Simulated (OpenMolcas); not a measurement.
GeH₄O₂: excited-state calculation (part 2 of 4)

GeH₄O₂, SMILES [OH][GeH2][OH]; CASSCF/ANO-RCC-VDZP, DKH2 (OpenMolcas 26.06). The geometry comes from this level: PBE0-D4/def2-TZVP.

Geometry of the input (Å):
```
O  -1.4913  -0.4160  -0.1739
Ge 0.0235  0.3770  0.3053
O  1.3474  -0.7989  0.4006
H  -1.6349  -0.4187  -1.1221
H  0.3634  1.4605  -0.7391
H  -0.1725  0.8631  1.7373
H  1.6256  -1.1352  -0.4538
```

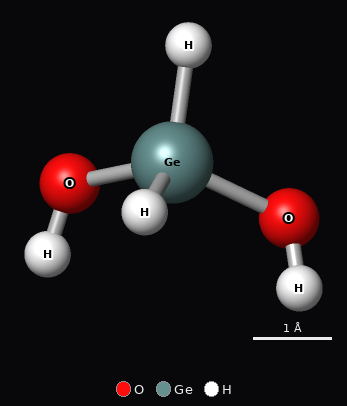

Figure 1. The structure as given in the input (ball-and-stick view, seen at a tilt). Sticks mark near contacts.

Log, continued:
```
      Average CI energy                           -2248.63427486
      RASSCF energy for state  3                  -2248.21527709
      Super-CI energy                                -0.00000000
      RASSCF energy change                           -0.00000000
      Max change in MO coefficients              -8.468E-05
      Max non-diagonal density matrix element    -1.011E-04
      Maximum BLB matrix element                  8.967E-06
      (orbital pair  20,  26 in symmetry   1)
      Norm of electronic gradient            1.757E-01
--

      Final state energy(ies):
      ------------------------

::    RASSCF root number  1 Total energy:  -2249.00292406
::    RASSCF root number  2 Total energy:  -2248.68462342
::    RASSCF root number  3 Total energy:  -2248.21527709
      Von Neumann Entropy (Root   1) =  0.00843

      Mulliken population analysis for root number:  1
      -----------------------------------------------

++    Molecular charges:
      ------------------

      Mulliken charges per centre
      ---------------------------

                O1      O3      GE2     H4      H5      H6      H7
      Total    8.9755  8.8066 30.8336  0.5680  1.0905  1.0513  0.6745

      N-E     -0.9755 -0.8066  1.1664  0.4320 -0.0905 -0.0513  0.3255

      Total electronic charge=   52.000000

      Total            charge=   -0.000000
--

      Expectation values of various properties for root number:  1
      -----------------------------------------------------------

++    Molecular properties:
      ---------------------

      Charge (e):
                      =   -0.0000
      Dipole Moment (debye):
      Origin of the operator (angstrom)=   -0.0035    0.0838    0.2330
                   X=  7.4913E-01               Y=  1.6385E+00               Z= -2.8754E+00           Total=  3.3932E+00
      Quadrupole Moment (debye*angstrom):
      Origin of the operator (angstrom)=   -0.0035    0.0838    0.2330
                  XX= -3.7711E+01              XY= -7.7028E-01              XZ= -2.8996E-01              YY= -3.3873E+01
                  YZ=  2.9184E+00              ZZ= -2.8840E+01
      In traceless form (debye*angstrom)
                  XX= -6.3542E+00              XY= -1.1554E+00              XZ= -4.3495E-01              YY= -5.9804E-01
                  YZ=  4.3775E+00              ZZ=  6.9523E+00
--

      LoProp population analysis for root number:  1
      -----------------------------------------------

++    LoProp analysis:
      ----------------

++    Static properties:
      ------------------

      LoProp Charges per center

                   O1       O3       GE2      H4       H5       H6       H7
      Nuclear      8.0000   8.0000  32.0000   1.0000   1.0000   1.0000   1.0000
      Electronic  -8.7633  -8.6275 -31.0358  -0.6733  -1.0901  -1.0555  -0.7546

      Total       -0.7633  -0.6275   0.9642   0.3267  -0.0901  -0.0555   0.2454
--

      Natural Bond Order analysis for root number:  1

++    Natural Bond Order analysis
      ---------------------------
      Based on LoProp computed density
      -------------------------------------------------------------------------------------
      Atom A       Atom B       Bond Order
      -------------------------------------------------------------------------------------
      NBO located      0.999 non-bonded electrons on atom O1
      NBO located      0.999 non-bonded electrons on atom O3
      NBO located      1.006 non-bonded electrons on atom GE2
      NBO located      1.002 non-bonded electrons on atom GE2
      NBO located      0.997 non-bonded electrons on atom GE2
      NBO located      0.998 non-bonded electrons on atom GE2
      NBO located      0.998 non-bonded electrons on atom GE2
      NBO located      0.998 non-bonded electrons on atom GE2
      NBO located      1.000 non-bonded electrons on atom GE2
      NBO located      0.999 non-bonded electrons on atom GE2
      NBO located      1.000 non-bonded electrons on atom GE2
      NBO located      1.000 non-bonded electrons on atom GE2
      NBO located      1.000 non-bonded electrons on atom GE2
      NBO located      1.000 non-bonded electrons on atom GE2
      NBO located      1.000 non-bonded electrons on atom GE2
      NBO located      1.000 non-bonded electrons on atom GE2
      The remaining   11.496 electrons are to be considered as diffuse
--

--

      Von Neumann Entropy (Root   2) =  0.99959

      Mulliken population analysis for root number:  2
      -----------------------------------------------

++    Molecular charges:
      ------------------

      Mulliken charges per centre
      ---------------------------

                O1      O3      GE2     H4      H5      H6      H7
      Total    8.3384  8.7331 31.4851  0.6605  1.0548  1.0538  0.6742

      N-E     -0.3384 -0.7331  0.5149  0.3395 -0.0548 -0.0538  0.3258

      Total electronic charge=   52.000000

      Total            charge=   -0.000000
--

      Expectation values of various properties for root number:  2
      -----------------------------------------------------------

++    Molecular properties:
      ---------------------

      Charge (e):
                      =   -0.0000
      Dipole Moment (debye):
      Origin of the operator (angstrom)=   -0.0035    0.0838    0.2330
                   X= -1.4737E+00               Y=  9.1822E-02               Z= -3.3239E+00           Total=  3.6371E+00
      Quadrupole Moment (debye*angstrom):
      Origin of the operator (angstrom)=   -0.0035    0.0838    0.2330
                  XX= -3.3981E+01              XY= -2.5348E-01              XZ=  1.3955E-01              YY= -3.3756E+01
                  YZ=  2.6299E+00              ZZ= -3.0808E+01
      In traceless form (debye*angstrom)
                  XX= -1.6986E+00              XY= -3.8022E-01              XZ=  2.0933E-01              YY= -1.3616E+00
                  YZ=  3.9448E+00              ZZ=  3.0603E+00
--

      LoProp population analysis for root number:  2
      -----------------------------------------------

++    LoProp analysis:
      ----------------

++    Static properties:
      ------------------

      LoProp Charges per center

                   O1       O3       GE2      H4       H5       H6       H7
      Nuclear      8.0000   8.0000  32.0000   1.0000   1.0000   1.0000   1.0000
      Electronic  -8.2004  -8.5551 -31.6305  -0.7511  -1.0523  -1.0560  -0.7546

      Total       -0.2004  -0.5551   0.3695   0.2489  -0.0523  -0.0560   0.2454
--

      Natural Bond Order analysis for root number:  2

++    Natural Bond Order analysis
      ---------------------------
      Based on LoProp computed density
      -------------------------------------------------------------------------------------
      Atom A       Atom B       Bond Order
      -------------------------------------------------------------------------------------
      NBO located      0.996 non-bonded electrons on atom O1
      NBO located      0.999 non-bonded electrons on atom O3
      NBO located      0.995 non-bonded electrons on atom GE2
      NBO located      1.002 non-bonded electrons on atom GE2
      NBO located      0.997 non-bonded electrons on atom GE2
      NBO located      0.998 non-bonded electrons on atom GE2
      NBO located      0.998 non-bonded electrons on atom GE2
      NBO located      0.998 non-bonded electrons on atom GE2
      NBO located      0.999 non-bonded electrons on atom GE2
      NBO located      0.999 non-bonded electrons on atom GE2
      NBO located      1.000 non-bonded electrons on atom GE2
      NBO located      1.000 non-bonded electrons on atom GE2
      NBO located      1.000 non-bonded electrons on atom GE2
      NBO located      1.000 non-bonded electrons on atom GE2
      NBO located      1.000 non-bonded electrons on atom GE2
      NBO located      1.000 non-bonded electrons on atom GE2
      The remaining   10.862 electrons are to be considered as diffuse
--

--

      Von Neumann Entropy (Root   3) =  0.00835

      Mulliken population analysis for root number:  3
      -----------------------------------------------

++    Molecular charges:
      ------------------

      Mulliken charges per centre
      ---------------------------

                O1      O3      GE2     H4      H5      H6      H7
      Total    7.6994  8.6538 32.1385  0.7533  1.0239  1.0573  0.6737

      N-E      0.3006 -0.6538 -0.1385  0.2467 -0.0239 -0.0573  0.3263

      Total electronic charge=   52.000000

      Total            charge=   -0.000000
--

      Expectation values of various properties for root number:  3
      -----------------------------------------------------------

++    Molecular properties:
      ---------------------

      Charge (e):
                      =   -0.0000
      Dipole Moment (debye):
      Origin of the operator (angstrom)=   -0.0035    0.0838    0.2330
                   X= -3.6805E+00               Y= -1.5715E+00               Z= -3.7712E+00           Total=  5.4989E+00
      Quadrupole Moment (debye*angstrom):
      Origin of the operator (angstrom)=   -0.0035    0.0838    0.2330
                  XX= -3.0236E+01              XY=  2.3612E-01              XZ=  5.8962E-01              YY= -3.3669E+01
                  YZ=  2.3672E+00              ZZ= -3.2811E+01
      In traceless form (debye*angstrom)
                  XX=  3.0037E+00              XY=  3.5418E-01              XZ=  8.8444E-01              YY= -2.1450E+00
                  YZ=  3.5508E+00              ZZ= -8.5863E-01
--

      LoProp population analysis for root number:  3
      -----------------------------------------------

++    LoProp analysis:
      ----------------

++    Static properties:
      ------------------

      LoProp Charges per center

                   O1       O3       GE2      H4       H5       H6       H7
      Nuclear      8.0000   8.0000  32.0000   1.0000   1.0000   1.0000   1.0000
      Electronic  -7.6359  -8.4772 -32.2275  -0.8290  -1.0185  -1.0573  -0.7546

      Total        0.3641  -0.4772  -0.2275   0.1710  -0.0185  -0.0573   0.2454
--

      Natural Bond Order analysis for root number:  3

++    Natural Bond Order analysis
      ---------------------------
      Based on LoProp computed density
      -------------------------------------------------------------------------------------
      Atom A       Atom B       Bond Order
        O1           GE2            0.796
      -------------------------------------------------------------------------------------
      NBO located      1.592 electrons involved in    1 bonds.
      NBO located      0.982 non-bonded electrons on atom O1
      NBO located      0.999 non-bonded electrons on atom O3
      NBO located      0.989 non-bonded electrons on atom GE2
      NBO located      1.005 non-bonded electrons on atom GE2
      NBO located      0.997 non-bonded electrons on atom GE2
      NBO located      0.997 non-bonded electrons on atom GE2
      NBO located      0.998 non-bonded electrons on atom GE2
      NBO located      0.998 non-bonded electrons on atom GE2
      NBO located      0.999 non-bonded electrons on atom GE2
      NBO located      1.000 non-bonded electrons on atom GE2
      NBO located      0.999 non-bonded electrons on atom GE2
      NBO located      1.000 non-bonded electrons on atom GE2
      NBO located      1.000 non-bonded electrons on atom GE2
      NBO located      1.000 non-bonded electrons on atom GE2
      NBO located      1.000 non-bonded electrons on atom GE2
      NBO located      1.000 non-bonded electrons on atom GE2
      The remaining    8.643 electrons are to be considered as diffuse
--

--

      Average orbitals are written to the RASORB file
      Natural orbitals for root   1 are written to the RASORB.1 file
      Natural orbitals for root   2 are written to the RASORB.2 file
      Natural orbitals for root   3 are written to the RASORB.3 file
      Spin density orbitals for root   1 are written to the SPDORB.1 file
      Spin density orbitals for root   2 are written to the SPDORB.2 file
      Spin density orbitals for root   3 are written to the SPDORB.3 file

--- Stop Module: rasscf /rc=_RC_ALL_IS_WELL_ ---
           step2.RasOrb.3 step2.rasscf.h5 step2.SpdOrb.1 step2.SpdOrb.2 step2.SpdOrb.3 xmldump
--- Module rasscf spent 4 seconds ---

>>> COPY step2.RunFile RUNFIL1

>>> COPY step2.RasOrb INPORB

--- Start Module: gateway ---

                                              &GATEWAY

                       available to each process: 1.9 GB of memory, 1 thread

++    Symmetry information:
      ---------------------

                    Character Table for C1

                             E
                    a        1  x, y, xy, Rz, z, xz, Ry, yz, Rx, I
--

++    Basis set information:
      ----------------------

      Basis set label: O.ANO-RCC...3S2P1D.

      Electronic valence basis set:
      ------------------
      Associated Effective Charge   8.000000 au
      Associated Actual Charge      8.000000 au
      Nuclear Model: Point charge

      Shell  nPrim  nBasis  Cartesian Spherical Contaminant
         s      14       3        X
         p       9       2        X
         d       4       1                 X

      Basis set label: GE.ANO-RCC...5S4P2D.

      Electronic valence basis set:
      ------------------
      Associated Effective Charge  32.000000 au
      Associated Actual Charge     32.000000 au
      Nuclear Model: Point charge

      Shell  nPrim  nBasis  Cartesian Spherical Contaminant
         s      20       5        X
         p      17       4        X
         d      11       2                 X

      Basis set label: H.ANO-RCC...2S1P.

      Electronic valence basis set:
      ------------------
      Associated Effective Charge   1.000000 au
      Associated Actual Charge      1.000000 au
      Nuclear Model: Point charge

      Shell  nPrim  nBasis  Cartesian Spherical Contaminant
         s       8       2        X
         p       4       1        X
--

++    Molecular structure info:
      -------------------------

                    ************************************************
                    **** Cartesian Coordinates / bohr, angstrom ****
                    ************************************************

     Center  Label                x              y              z                     x              y              z
        1      O1              -2.818149      -0.786126      -0.328623             -1.491300      -0.416000      -0.173900
        2      O3               2.546217      -1.509702       0.757024              1.347400      -0.798900       0.400600
        3      GE2              0.044409       0.712427       0.576933              0.023500       0.377000       0.305300
        4      H4              -3.089513      -0.791228      -2.120462             -1.634900      -0.418700      -1.122100
        5      H5               0.686726       2.759945      -1.396697              0.363400       1.460500      -0.739100
        6      H6              -0.325978       1.631023       3.283021             -0.172500       0.863100       1.737300
        7      H7               3.071939      -2.145217      -0.857558              1.625600      -1.135200      -0.453800

                    ***************************************
                    *    InterNuclear Distances / bohr    *
                    ***************************************

               1 O1            2 O3            3 GE2           4 H4            5 H5            6 H6
    1 O1       0.000000
    2 O3       5.520744        0.000000
    3 GE2      3.355581        3.351020        0.000000
    4 H4       1.812277        6.368484        4.399816        0.000000
    5 H5       5.098975        5.130897        2.915496        5.233990        0.000000
    6 H6       5.009740        4.949173        2.881652        6.534681        4.919329        0.000000
    7 H7       6.067951        1.813047        4.403389        6.433638        5.480924        6.553642

               7 H7
    7 H7       0.000000

                    *******************************************
                    *    InterNuclear Distances / angstrom    *
                    *******************************************

               1 O1            2 O3            3 GE2           4 H4            5 H5            6 H6
    1 O1       0.000000
    2 O3       2.921452        0.000000
    3 GE2      1.775697        1.773283        0.000000
    4 H4       0.959016        3.370056        2.328283        0.000000
    5 H5       2.698262        2.715154        1.542814        2.769708        0.000000
    6 H6       2.651040        2.618990        1.524904        3.458004        2.603197        0.000000
    7 H7       3.211021        0.959423        2.330173        3.404535        2.900380        3.468038

               7 H7
    7 H7       0.000000

                    **************************************
                    *    Valence Bond Angles / degree    *
                    **************************************
                          Atom centers                 Phi
                      5 H5       3 GE2      6 H6       116.11
--

            Nuclear Potential Energy            219.67949954 au

--- Stop Module: gateway /rc=_RC_ALL_IS_WELL_ ---
--- Module gateway spent 3 seconds ---

--- Start Module: seward ---

                                              &SEWARD

                       available to each process: 1.9 GB of memory, 1 thread
```
